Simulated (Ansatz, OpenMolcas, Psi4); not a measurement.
# CH5BClN (SMILES CNBCl): the vertical ionisation energy, rung by rung

CH5BClN: 9 atoms, total charge 0, spin state singlet. As SMILES, `CNBCl`. The shape is that of a PBE0-D4/def2-TZVP optimisation. This is one conformer, not always the lowest.

Quantity: the vertical ionisation energy (to the doublet cation), in eV. The values are calculated.

```
            level                    kind     program  value (eV)  CPU time (all runs)
      HF/def2-SVP            Hartree–Fock      Ansatz        9.06                5.4 s
   SVWN5/def2-SVP                     LDA      Ansatz        9.78                8.4 s
    TPSS/def2-SVP                meta-GGA        Psi4        9.64                4 min
   B3LYP/def2-SVP           global hybrid  OpenMolcas        9.83              1.8 min
    PBE0/def2-SVP           global hybrid  OpenMolcas        9.90              1.7 min
   HSE06/def2-SVP  range-separated hybrid      Ansatz        9.88                 23 s
  B2PLYP/def2-SVP           double hybrid      Ansatz        9.89                 26 s
RPA@PBE0/def2-SVP                     RPA      Ansatz        9.86                 34 s
```

The values span 9.06 to 9.90 eV. Times are those of the runs behind each value, whatever else they computed, on shared processors of several kinds: orders of magnitude only.

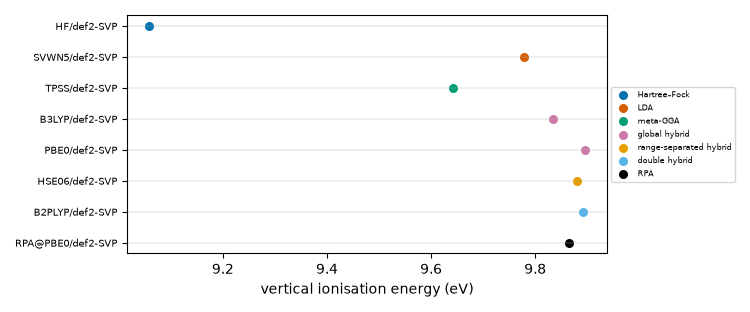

The values of the table, level by level.
